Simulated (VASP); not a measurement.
# TiSi2 (Zhiqinite) with PBE: from relaxation to properties, part 2 of 3

What structure does TiSi2 (Zhiqinite) take at this level, and what are its properties? The start is a cell from a database of measured crystal structures.

VASP 6.6.1; PBE; plane waves and PAW (Ti_sv, Si).

So far. Step 2 (Relaxing cell and atoms (PBE)): It ends with a largest force of 0.005 eV/Å and a pressure of 0.01 GPa. The volume lies +1.3 % from that of the database's start. Step 3 (Second relaxation): It ends with a largest force of 0.005 eV/Å and a pressure of 0.04 GPa. The volume moved by under 0.01 %: the run met its threshold at the first step. The relaxed cell has a, b, c = 4.805, 8.239, 8.570 Å (conventional setting).

The database entry behind the starting cell is an old determination (1939), so it need not match the best structure at ambient conditions.

### Step 4. Density, ELF and potential (PBE)

A single point on the relaxed cell gives a clean self-consistent state, with density, ELF and potential written out.

Input file INCAR:

```
SYSTEM = TiSi2
PREC = Accurate
ENCUT = 400
EDIFF = 1E-06
NELM = 100
ISMEAR = 0
SIGMA = 0.05
LREAL = .FALSE.
ALGO = Normal
GGA = PE
NBANDS = 26
LASPH = .TRUE.
LORBIT = 11
LWAVE = .FALSE.
LCHARG = .TRUE.
ISIF = 2
LELF = .TRUE.
LVHAR = .TRUE.
```

Input file POSCAR:

```
TiSi2
1.0
    0.0000000000      4.1192781278      4.2852037828
    2.4023531321      0.0000000000      4.2852037828
    2.4023531321      4.1192781278      0.0000000000
Ti Si
2 4
Direct
    0.7500000000      0.7500000000      0.7500000000
    0.5000000000      0.5000000000      0.5000000000
    0.0872441169      0.4127558831      0.0872441169
    0.4127558831      0.0872441169      0.4127558831
    0.1627558831      0.8372441169      0.1627558831
    0.8372441169      0.1627558831      0.8372441169
```

Input file KPOINTS:

```
Automatic mesh
0
Gamma
7 7 7
0 0 0
```

PAW data sets: Ti_sv and Si (PBE family, release 64).

The run is started by

```
> mpirun -np 4 vasp_std
```

Output:

```text
[banner, memory and clock lines left out]
running    4 mpi-ranks, on    1 nodes
 distrk:  each k-point on    4 cores,    1 groups
 distr:  one band on    1 cores,    4 groups

 POSCAR found type information on POSCAR TiSi
 POSCAR found :  2 types and       6 ions
 LDA part: xc-table for (Slater+PW92), standard interpolation
|                                                                             |
|           W    W    AA    RRRRR   N    N  II  N    N   GGGG   !!!           |
|           W    W   A  A   R    R  NN   N  II  NN   N  G    G  !!!           |
|           W    W  A    A  R    R  N N  N  II  N N  N  G       !!!           |
|           W WW W  AAAAAA  RRRRR   N  N N  II  N  N N  G  GGG   !            |
|           WW  WW  A    A  R   R   N   NN  II  N   NN  G    G                |
|           W    W  A    A  R    R  N    N  II  N    N   GGGG   !!!           |
|                                                                             |
|     The number of bands has been changed from the values supplied in        |
|     The orbitals not found in the WAVECAR file will be initialized with     |
|     random numbers, which is usually adequate. For correlated               |
|     calculations, however, you should redo the groundstate calculation.     |
|     I found NBANDS = 26. Now, NBANDS = 28.                                  |
|                                                                             |

 POSCAR, INCAR and KPOINTS ok, starting setup
 FFT: planning ... GRIDC
 FFT: planning ... GRID_SOFT
 FFT: planning ... GRID
 WAVECAR not read
 entering main loop
       N       E                     dE             d eps       ncg     rms          rms(c)
DAV:   1     0.344753494886E+03    0.34475E+03   -0.16285E+04  3584   0.126E+03
DAV:   2    -0.146961215124E+01   -0.34622E+03   -0.33768E+03  3608   0.393E+02
DAV:   3    -0.413909488400E+02   -0.39921E+02   -0.39295E+02  6192   0.114E+02
DAV:   4    -0.441944522875E+02   -0.28035E+01   -0.27909E+01  4880   0.273E+01
DAV:   5    -0.443756560611E+02   -0.18120E+00   -0.18116E+00  5604   0.608E+00    0.183E+01
DAV:   6    -0.414133750512E+02    0.29623E+01   -0.37003E+01  5096   0.421E+01    0.715E+00
DAV:   7    -0.407655887198E+02    0.64779E+00   -0.76032E+00  4876   0.198E+01    0.511E+00
DAV:   8    -0.406996487434E+02    0.65940E-01   -0.89311E-01  4904   0.729E+00    0.140E+00
DAV:   9    -0.406812581559E+02    0.18391E-01   -0.17411E-01  5004   0.338E+00    0.510E-01
DAV:  10    -0.406822187530E+02   -0.96060E-03   -0.62769E-03  4644   0.596E-01    0.248E-01
DAV:  11    -0.406819870849E+02    0.23167E-03   -0.59815E-03  5056   0.570E-01    0.152E-01
DAV:  12    -0.406818500288E+02    0.13706E-03   -0.12272E-03  4968   0.271E-01    0.164E-02
DAV:  13    -0.406818494138E+02    0.61501E-06   -0.31274E-05  4572   0.485E-02    0.137E-02
DAV:  14    -0.406818487974E+02    0.61636E-06   -0.18820E-06  4164   0.111E-02
   1 F= -.40681849E+02 E0= -.40680231E+02  d E =-.323606E-02
```

The job ended after 68 s (4 MPI ranks of AMD EPYC 7571, shared host; peak memory 0.53 GiB).

OUTCAR, selected parts (step 4):

```text
 Found     64 irreducible k-points:

   k-points           NKPTS =     64   k-points in BZ     NKDIM =     64   number of bands    NBANDS=     28

   NELECT =      40.0000    total number of electrons

 E-fermi :  10.0517

 k-point     1 :       0.0000    0.0000    0.0000
  band No.  band energies     occupation
    ...
     17       7.7990      2.00000
     18       7.9971      2.00000
     19       8.2769      2.00000
     20       8.7260      2.00000
     21       9.1579      2.00000
     22      12.0929      0.00000
     23      13.1186      0.00000
     24      13.3304      0.00000
     25      13.4485      0.00000
     26      13.4751      0.00000
    ...

 k-point     2 :       0.1429   -0.0000    0.0000
  band No.  band energies     occupation
    ...
     17       7.9010      2.00000
     18       8.0145      2.00000
     19       8.7974      2.00000
     20       8.8874      2.00000
     21       9.1410      2.00000
     22      11.8920      0.00000
     23      12.9598      0.00000
     24      13.0257      0.00000
     25      13.2076      0.00000
     26      13.3510      0.00000
    ...

  Total        0.0007902      0.0579558      0.0279807      0.0000000      0.0000000      0.0000000
  in kB        0.0149273      1.0948340      0.5285784      0.0000000      0.0000000      0.0000000
  external PRESSURE =       0.5461132 kB  Pullay stress =       0.0000000 kB

 POSITION                                       TOTAL-FORCE (eV/Angst)
 -----------------------------------------------------------------------------------
      3.60353      6.17892      6.42781         0.000000     -0.000000     -0.000000
      2.40235      4.11928      4.28520        -0.000000      0.000000      0.000000
      1.20118      0.71877      2.14260        -0.000000     -0.005322     -0.000000
      1.20118      3.40051      2.14260        -0.000000      0.005322     -0.000000
      2.40235      1.34087      4.28520         0.000000      0.005322      0.000000
      2.40235      6.89768      4.28520         0.000000     -0.005322      0.000000
 -----------------------------------------------------------------------------------
    total drift:                               -0.000000     -0.000000      0.000000

  FREE ENERGIE OF THE ION-ELECTRON SYSTEM (eV)
  ---------------------------------------------------
  free  energy   TOTEN  =       -40.6818487974 eV

  energy  without entropy=      -40.6786127397  energy(sigma->0) =      -40.68023077

[... 9 parts as in an earlier step ...]

[... 5 further parts left out ...]
```

This step gave:

```
SCF cycles : 14
bands      : 28
pressure   : 0.05461 GPa
```

Valence electrons inside each PAW sphere by angular momentum. Sphere charges, by row:

```
atom  s (e)  p (e)  d (e)  tot (e)
 Ti1   2.17  6.162   2.05    10.38
 Ti2   2.17  6.162   2.05    10.38
 Si3  0.769  0.856      0    1.626
 Si4  0.769  0.856      0    1.626
 Si5  0.769  0.856      0    1.626
 Si6  0.769  0.856      0    1.626
```

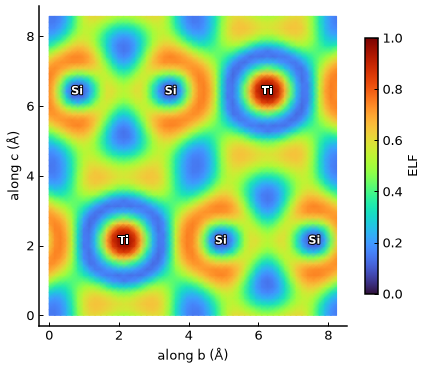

ELF in the bc plane of the conventional cell at fractional x = 0.000, with atoms of Ti and Si within 0.2 Å of it. It is the smooth field of the valence electrons, not physical close to the nuclei. The map starts off the cell's origin, so that atoms lie inside it.

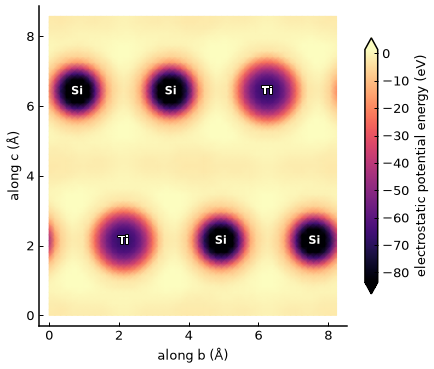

Electrostatic potential energy in the bc plane of the conventional cell at fractional x = 0.000, with atoms of Ti and Si within 0.2 Å of it. With pseudopotentials it is smooth inside the atoms' cores, unlike the true potential. The map starts off the cell's origin, so that atoms lie inside it.

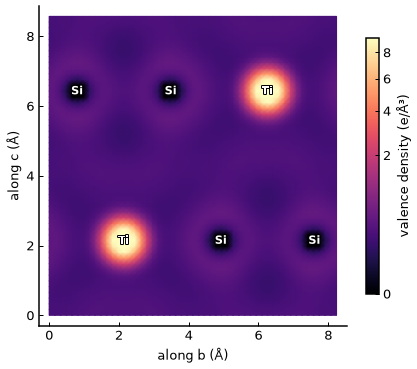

Valence density in the bc plane of the conventional cell at fractional x = 0.000, with atoms of Ti and Si within 0.2 Å of it. It is the smooth field of the valence electrons, not physical close to the nuclei. The map starts off the cell's origin, so that atoms lie inside it. The colour scale is stretched toward low values.

In this run the pressure is 0.05 GPa, small enough to go on.

### Step 5. Band structure (PBE)

Levels along the symmetry lines show where the bands peak and cross; KPOINTS_OPT computes them in the converged potential.

Input file INCAR:

```
SYSTEM = TiSi2
PREC = Accurate
ENCUT = 400
EDIFF = 1E-06
NELM = 100
ISMEAR = 0
SIGMA = 0.05
LREAL = .FALSE.
ALGO = Normal
GGA = PE
NBANDS = 36
LASPH = .TRUE.
LORBIT = 11
LWAVE = .FALSE.
LCHARG = .FALSE.
KPAR = 4
```

POSCAR is that of step 4.

KPOINTS is that of step 4.

Input file KPOINTS_OPT:

```
Line mode
16
Line-mode
Reciprocal
  0.00000000   0.00000000   0.00000000 GAMMA
  0.50000000   0.00000000   0.50000000 Y

  0.50000000   0.00000000   0.50000000 Y
  1.00000000   0.50000000   0.50000000 T

  1.00000000   0.50000000   0.50000000 T
  0.50000000   0.50000000   0.00000000 Z

  0.50000000   0.50000000   0.00000000 Z
  0.00000000   0.00000000   0.00000000 GAMMA

  0.00000000   0.00000000   0.00000000 GAMMA
  0.00000000   0.41360239   0.41360239 X

  0.00000000   0.41360239   0.41360239 X
  0.50000000   0.24354267   0.74354267 A1

  0.50000000   0.24354267   0.74354267 A1
  0.50000000   0.00000000   0.50000000 Y

  1.00000000   0.50000000   0.50000000 T
  1.00000000   0.58639761   0.58639761 X1

  0.00000000   0.41360239   0.41360239 X
  0.50000000   0.75645733   0.25645733 A

  0.50000000   0.75645733   0.25645733 A
  0.50000000   0.50000000   0.00000000 Z

  0.50000000   0.50000000   0.50000000 L
  0.00000000   0.00000000   0.00000000 GAMMA
```

The run is started by

```
> mpirun -np 4 vasp_std
```

Output:

```text
[... set-up lines as in an earlier step ...]
 entering main loop
       N       E                     dE             d eps       ncg     rms          rms(c)
DAV:   1     0.348442394591E+03    0.34844E+03   -0.15434E+04  4608   0.988E+02
DAV:   2    -0.476742100049E+01   -0.35321E+03   -0.33756E+03  4656   0.319E+02
DAV:   3    -0.414926246674E+02   -0.36725E+02   -0.35942E+02  7112   0.916E+01
DAV:   4    -0.442475742523E+02   -0.27549E+01   -0.27254E+01  6400   0.222E+01
DAV:   5    -0.443760114399E+02   -0.12844E+00   -0.12841E+00  6524   0.426E+00    0.183E+01
DAV:   6    -0.414701272117E+02    0.29059E+01   -0.16649E+01  6084   0.327E+01    0.716E+00
DAV:   7    -0.407741882778E+02    0.69594E+00   -0.35437E+00  5424   0.160E+01    0.542E+00
DAV:   8    -0.407235268315E+02    0.50661E-01   -0.61218E-01  5316   0.660E+00    0.223E+00
DAV:   9    -0.406817039837E+02    0.41823E-01   -0.15610E-01  5300   0.369E+00    0.536E-01
DAV:  10    -0.406823416855E+02   -0.63770E-03   -0.85883E-03  5888   0.489E-01    0.326E-01
DAV:  11    -0.406820599814E+02    0.28170E-03   -0.44051E-03  6256   0.518E-01    0.203E-01
DAV:  12    -0.406818497344E+02    0.21025E-03   -0.91268E-04  5480   0.267E-01    0.250E-02
DAV:  13    -0.406818492575E+02    0.47695E-06   -0.28994E-05  5856   0.329E-02    0.141E-02
DAV:  14    -0.406818482929E+02    0.96458E-06   -0.30213E-06  5248   0.118E-02
   1 F= -.40681848E+02 E0= -.40680230E+02  d E =-.323561E-02
 Start KPOINTS_OPT (optional k-point list driver)
k-point batch [1-64\176]
       N       E                     dE             ncg
DAV:   1     0.516084720357E+04   -0.39044E+05     4616
DAV:   2    -0.176724872382E+05   -0.22833E+05     4712
DAV:   3    -0.201169579008E+05   -0.24445E+04     6976
DAV:   4    -0.203087810861E+05   -0.19182E+03     6172
DAV:   5    -0.203181976934E+05   -0.94166E+01     6172
DAV:   6    -0.203182726925E+05   -0.74999E-01     5932
DAV:   7    -0.203182745905E+05   -0.18980E-02     6304
DAV:   8    -0.203182746312E+05   -0.40677E-04     5532
DAV:   9    -0.203182746330E+05   -0.17421E-05     3856
DAV:  10    -0.203182746331E+05   -0.15397E-06     3104
[...]
k-point batch [129-176\176]
       N       E                     dE             ncg
DAV:   1     0.216070794184E+05   -0.36541E+05     3456
DAV:   2     0.472668263785E+04   -0.16880E+05     3516
DAV:   3     0.289863564005E+04   -0.18280E+04     5228
DAV:   4     0.275296878569E+04   -0.14567E+03     4680
DAV:   5     0.274611042796E+04   -0.68584E+01     4692
DAV:   6     0.274606307541E+04   -0.47353E-01     4532
DAV:   7     0.274606176828E+04   -0.13071E-02     4644
DAV:   8     0.274606173021E+04   -0.38065E-04     4196
DAV:   9     0.274606172859E+04   -0.16233E-05     2804
DAV:  10     0.274606172847E+04   -0.12184E-06     2296
```

The job ended after 2.9 min (4 MPI ranks; peak memory 1.2 GiB; 12 min of CPU time).

Parts of OUTCAR (step 5):

```text
   k-points           NKPTS =     64   k-points in BZ     NKDIM =     64   number of bands    NBANDS=     36

   NELECT =      40.0000    total number of electrons

 E-fermi :  10.0519

 k-point     1 :       0.0000    0.0000    0.0000
  band No.  band energies     occupation
    ...
     17       7.7990      2.00000
     18       7.9971      2.00000
     19       8.2770      2.00000
     20       8.7260      2.00000
     21       9.1581      2.00000
     22      12.0932      0.00000
     23      13.1189      0.00000
     24      13.3306      0.00000
     25      13.4479      0.00000
     26      13.4754      0.00000
    ...

  Total       -0.0011462      0.0550594      0.0245939      0.0000000      0.0000000      0.0000000
  in kB       -0.0216535      1.0401175      0.4645992      0.0000000      0.0000000      0.0000000
  external PRESSURE =       0.4943544 kB  Pullay stress =       0.0000000 kB

 POSITION                                       TOTAL-FORCE (eV/Angst)
 -----------------------------------------------------------------------------------
      3.60353      6.17892      6.42781         0.000000     -0.000000     -0.000000
      2.40235      4.11928      4.28520         0.000000      0.000000     -0.000000
      1.20118      0.71877      2.14260        -0.000000     -0.005269     -0.000000
      1.20118      3.40051      2.14260        -0.000000      0.005269     -0.000000
      2.40235      1.34087      4.28520         0.000000      0.005269      0.000000
      2.40235      6.89768      4.28520         0.000000     -0.005269      0.000000
 -----------------------------------------------------------------------------------
    total drift:                               -0.000000     -0.000000      0.000000

  FREE ENERGIE OF THE ION-ELECTRON SYSTEM (eV)
  ---------------------------------------------------
  free  energy   TOTEN  =       -40.6818482929 eV

  energy  without entropy=      -40.6786126864  energy(sigma->0) =      -40.68023049

[... 8 parts as in an earlier step ...]

[... 8 further parts left out ...]
```

This step gave:

| Quantity | Value |
| --- | --- |
| bands | 36 |
| pressure | 0.04944 GPa |

The electronic bands at the labelled points (eV, zero at the Fermi level; # counts the bands kept, so #1 is VASP's band 9):

| point | #9 | #10 | #11 | #12 | #13 | #14 | #15 | #16 |
| --- | --- | --- | --- | --- | --- | --- | --- | --- |
| Γ | -2.25 | -2.05 | -1.77 | -1.33 | -0.89 | 2.04 | 3.07 | 3.28 |
| Y | -2.33 | -2.33 | -0.83 | -0.83 | 1.28 | 1.28 | 3.23 | 3.23 |
| T | -1.13 | -1.13 | -0.62 | -0.62 | 0.84 | 0.84 | 2.26 | 2.26 |
| Z | -1.54 | -1.54 | -0.95 | -0.95 | 0.74 | 0.74 | 3.20 | 3.20 |
| Γ | -2.25 | -2.05 | -1.77 | -1.33 | -0.89 | 2.04 | 3.07 | 3.28 |
| X | -1.29 | -0.41 | 0.07 | 0.11 | 0.74 | 0.93 | 1.76 | 2.50 |
| A1 | -1.64 | -1.64 | -1.38 | -1.38 | 1.40 | 1.40 | 2.09 | 2.09 |
| Y | -2.33 | -2.33 | -0.83 | -0.83 | 1.28 | 1.28 | 3.23 | 3.23 |
| jump to T | -1.13 | -1.13 | -0.62 | -0.62 | 0.84 | 0.84 | 2.26 | 2.26 |
| X1 | -1.29 | -0.41 | 0.07 | 0.11 | 0.74 | 0.93 | 1.76 | 2.50 |
| jump to X | -1.29 | -0.41 | 0.07 | 0.11 | 0.74 | 0.93 | 1.76 | 2.50 |
| A | -1.64 | -1.64 | -1.38 | -1.38 | 1.40 | 1.40 | 2.09 | 2.09 |
| Z | -1.54 | -1.54 | -0.95 | -0.95 | 0.74 | 0.74 | 3.20 | 3.20 |
| jump to L | -1.91 | -1.03 | -0.01 | 0.15 | 1.00 | 1.36 | 1.66 | 2.23 |
| Γ | -2.25 | -2.05 | -1.77 | -1.33 | -0.89 | 2.04 | 3.07 | 3.28 |

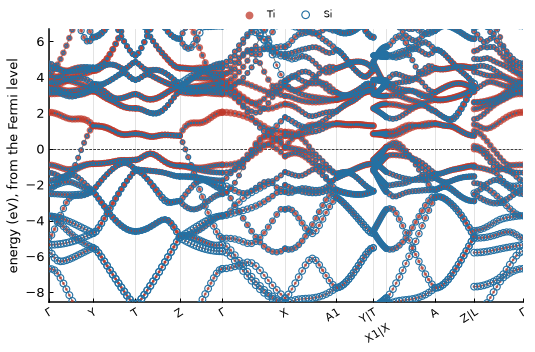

Electronic bands along the path; dots are coloured as in the legend, and their area grows with the weight.

There is no gap at this level.

Of the bands kept, 4 cross the Fermi level on this path.

[end of part 2 of 3]

[Lines on the potential files, build, host, timing and source positions are cut from VASP's logs without a mark.]

[Logs are printed without paths, hosts, clocks, repeated set-up lines and the standing remarks that a program may print on its own settings, such as how far it seeks lower states.]

[Hosts, paths, dates, database ids (printed as entryN), source tags and the programs' standing remarks are cut or masked in the printed files.]

[A measured line is paired with the nearest computed mode of its activity, which favours agreement.]
